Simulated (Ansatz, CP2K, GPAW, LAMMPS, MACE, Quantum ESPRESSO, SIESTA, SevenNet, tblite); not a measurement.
**How far do other methods lie from plane waves? Liquid (Cs,Li)Cl at 1400 K (68 atoms)**

One geometry of liquid (Cs,Li)Cl at 1400 K (68 atoms) is solved by several programs and methods. How far do their forces lie from a plane-wave PBE run?

Results are calculated, not measured.

### Step 1. The structure

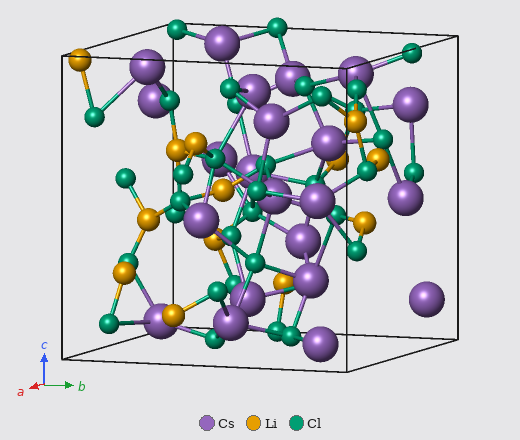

The cell (caesium purple, lithium orange, chlorine teal). Bonds to atoms that aren't drawn are left out. Some periodic images of atoms are drawn too.

The cell holds 68 atoms (22 Cs, 12 Li and 34 Cl), with edges of 14.51, 14.51 and 14.51 Å. Recipe: 68 atoms (22 Cs, 12 Li, 34 Cl) placed at random at 2.29 g/cm³, melted at 1800 K for 10 ps at fixed volume with the Lennard-Jones and Coulomb ion parameters for SPC/E (Joung and Cheatham, J. Phys. Chem. B 112, 9020 (2008)), full charges. Snapshot at the end of a hold of 20 ps at 1400 K and fixed volume. The density is 2.29 g/cm³.

### Step 2. The reference input

Quantum ESPRESSO 7.5: Kohn-Sham DFT, PBE, SSSP efficiency 1.3.0 pseudopotentials, plane waves. Its input, pw.in:

```
&control
  calculation = 'scf'
  pseudo_dir = './pseudo'
  outdir = './tmp'
  disk_io = 'none'
  tprnfor = .true.
  tstress = .true.
/
&system
  ibrav = 0
  nat = 68
  ntyp = 3
  ecutwfc = 45
  ecutrho = 360
  nosym = .true.
  occupations = 'smearing'
  smearing = 'fd'
  degauss = 0.003675
/
&electrons
  conv_thr = 3.4e-07
  electron_maxstep = 100
  mixing_beta = 0.4
  mixing_mode = 'plain'
  diagonalization = 'david'
/
ATOMIC_SPECIES
Cs 132.905 Cs.upf
Li 6.940 Li.upf
Cl 35.450 Cl.upf
CELL_PARAMETERS angstrom
14.50730 0.00000 0.00000
0.00000 14.50730 0.00000
0.00000 0.00000 14.50730
ATOMIC_POSITIONS crystal
Cs 0.55437 0.17450 0.08535
Cs 0.40707 0.09757 0.79358
Cs 0.85355 0.67872 0.79716
Cs 0.15407 0.48004 0.85363
[... 62 atom lines left out ...]
Cl 0.18130 0.28743 0.16877
Cl 0.04469 0.65688 0.74419
K_POINTS gamma
```

```console
$ OMP_NUM_THREADS=1 mpirun -np 4 pw.x -in pw.in > output.txt
```

Elapsed: 3.9 min, on 4 MPI ranks of Arm Neoverse V2, shared host; peak memory 7 GiB.

It converged with an r.m.s. force component of 0.53 eV/Å and a pressure of 1.0 GPa.

Its highest filled and lowest empty levels lie 2.95 eV apart on its k-points.

### Step 3. What was run beside it

- CP2K 2026.2: Gaussian basis with GTH pseudopotentials and a plane-wave density; labels give functional, basis (MOLOPT sets; SR short-range, UZH the newer set with its own potentials), grid cutoff/relative cutoff and solver (OT: orbital transformation; TRS4, TC2, SIGN: linear-scaling purification with its sparsity filter), or its built-in tight binding.
- GPAW 26.7.0: PAW with atomic orbitals (LCAO), plane waves or a real-space grid of spacing h.
- MACE: machine-learned potential, published weights.
- SIESTA 5.4.2: numerical atomic orbitals, whose automatically made sets are far from complete, with PseudoDojo norm-conserving potentials that we converted to its format (checked against plane waves on the same files for H, C, O, Si, Ge and Ca alone); labels give functional, basis size, energy shift and mesh cutoff.
- SevenNet: machine-learned potential, published weights.
- tblite 0.8.0: extended tight binding, driven from Python.

All use the same cell and atoms, and the electronic-structure runs the same k-mesh.

### Step 4. All runs compared

Differences are against the reference: forces as r.m.s. over components, share as that over the reference's r.m.s. force, slope as the fitted ratio of a run's forces to the reference's.

```csv
run,"Δ force, r.m.s. (meV/Å)",share (%),slope,Δ pressure (GPa),Δ gap (eV),cores,CPU time,memory (GiB)
reference,-,-,-,-,-,4,16 min,7
"CP2K GFN1-xTB, OT DIIS",596,113,0.388,-14.7,-,1,3.8 s,0.43
"CP2K PBE, DZVP-MOLOPT-SR, 800/50 Ry, OT DIIS",67.1,12.7,1.111,0.214,-0.208,2,12 min,5.8
"CP2K PBE, TZVP-UZH, 800/50 Ry, OT DIIS",86.3,16.4,1.139,0.408,-0.111,2,12 min,5.9
"GPAW LDA, LCAO dzp, h 0.2 Å",77.4,14.7,0.946,-,-0.195,1,7.2 min,2.9
"GPAW PBE, LCAO dzp, h 0.2 Å",65.9,12.5,1.091,-,-0.0836,1,7.4 min,2.9
"GPAW PBE, LCAO dzp, h 0.2 Å, other mixer settings",66.4,12.6,1.093,-,-0.0839,1,8.7 min,2.6
MACE MP-0b2 small potential,139,26.4,1.099,-0.0588,-,1,5.8 s,0.67
MACE MPA-0 medium potential,95.5,18.1,1.034,-0.116,-,1,6.1 s,0.7
"SIESTA PBE, DZP, shift 0.005 Ry, mesh 300 Ry",165,31.4,1.265,0.422,-0.447,2,3.8 min,2.2
"SIESTA PBE, DZP, shift 0.01 Ry, mesh 300 Ry",168,31.9,1.270,-0.11,-0.622,2,2.7 min,1.9
"SIESTA PBE, SZ, shift 0.01 Ry, mesh 300 Ry (coarse)",213,40.5,1.313,-0.547,-1.90,1,78 s,0.85
"SIESTA PBE, SZ, shift 0.02 Ry, mesh 300 Ry (coarse)",174,33.1,1.202,-1.72,-2.20,1,90 s,0.78
"SIESTA PBE, SZP, shift 0.01 Ry, mesh 300 Ry (coarse)",245,46.5,1.387,0.0637,-0.994,1,2.3 min,1.4
"SIESTA PBEsol, DZP, shift 0.01 Ry, mesh 300 Ry",119,22.6,1.177,-0.796,-0.576,2,2.9 min,1.9
SevenNet 0 potential,123,23.4,1.098,0.266,-,1,6.1 s,0.61
tblite GFN1-xTB,349,66.2,0.509,-3.31,-,1,2.4 s,0.17
```

Rows marked coarse were listed beforehand as settings not expected to be converged; some can still land near the reference.

Times of the machine-learned potentials are mostly Python's start and the loading of weights.

Runs without a result: CP2K PBE0 with truncated exchange and ADMM, PBE0 potentials, DZVP-UZH, 800/50 Ry, OT DIIS (cut off at its time limit).

CPU time is summed over cores on shared hosts, so it is rough.

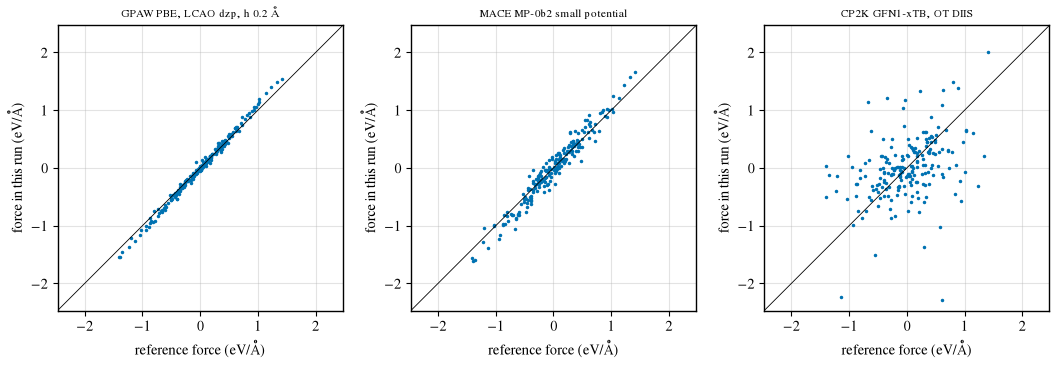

Force components against those of the reference; the line marks equality.

### Step 5. Findings

Forces lie from 13 % (GPAW PBE, LCAO dzp, h 0.2 Å) to 113 % (CP2K GFN1-xTB, OT DIIS) of the reference's r.m.s. force of 0.53 eV/Å away from it. The PBE runs in local orbitals, coarse settings apart, differ by 13 % (GPAW PBE, LCAO dzp, h 0.2 Å) to 32 % (SIESTA PBE, DZP, shift 0.01 Ry, mesh 300 Ry); basis, grid and potentials can all enter. Tight binding differs by 66 % (tblite GFN1-xTB) to 113 % (CP2K GFN1-xTB, OT DIIS); it is another model, with fitted parameters of its own, and the xTB methods hold dispersion. Machine-learned potentials differ by 18 % (MACE MPA-0 medium potential) to 26 % (MACE MP-0b2 small potential); they were trained on other programs' data.

Rows with another functional or a dispersion term differ by 15 % (GPAW LDA, LCAO dzp, h 0.2 Å) to 23 % (SIESTA PBEsol, DZP, shift 0.01 Ry, mesh 300 Ry), which mixes the change of model with differences of basis and potentials. Runs with settings chosen to be coarse differ by 33 % (SIESTA PBE, SZ, shift 0.02 Ry, mesh 300 Ry) to 46 % (SIESTA PBE, SZP, shift 0.01 Ry, mesh 300 Ry), their programs' other errors included. SIESTA PBE, SZP, shift 0.01 Ry, mesh 300 Ry stiffens the forces by a factor of 1.39 while following their directions (correlation 0.983); the slopes of the 6 SIESTA runs lie between 1.18 and 1.39. SIESTA PBE, SZP, shift 0.01 Ry, mesh 300 Ry lies farther from the reference (46 %) than the smaller basis of SIESTA PBE, SZ, shift 0.01 Ry, mesh 300 Ry (40 %). Pressures at PBE, coarse settings apart, lie -0.11 to +0.42 GPa from the reference's. Gaps at PBE, coarse settings apart, lie -0.62 to -0.08 eV from the reference's.

Caveats: Periodic xTB results under one method name differ between programs and library versions. The potentials hold different valence shells: 472 electrons in the reference, 448 in GPAW; this bears on time and differences. The reference's pressure holds the uncorrected Pulay stress of its 45 Ry basis, so small pressure differences may be the reference's own error. The frame stands for 1400 K, but pressures are static and levels are smeared at 580 K. The network of bonds at the start is that of the classical potential that made the cell, and needn't be the one that DFT or experiment would give. The ion parameters were fitted for water, not for melts, so the starting structure of this cell may lie well off the real melt's. The electronic-structure runs sample only Γ, in a cell whose shortest periodic width is 15 Å. Spin–orbit coupling is left out, which matters for the levels of the heavy elements. Where levels are smeared, the DFT runs use Fermi–Dirac occupations at 580 K (0.05 eV), and energies are free energies. The reference's cutoffs and mesh weren't converged further here.

[Logs are printed without paths, hosts, clocks, repeated set-up lines and the standing remarks that a program may print on its own settings, such as how far it seeks lower states.]

[Hosts, paths, dates, database ids (printed as entryN), source tags and the programs' standing remarks are cut or masked in the printed files.]

[Cells were taken only where this reference lay near another plane-wave run.]
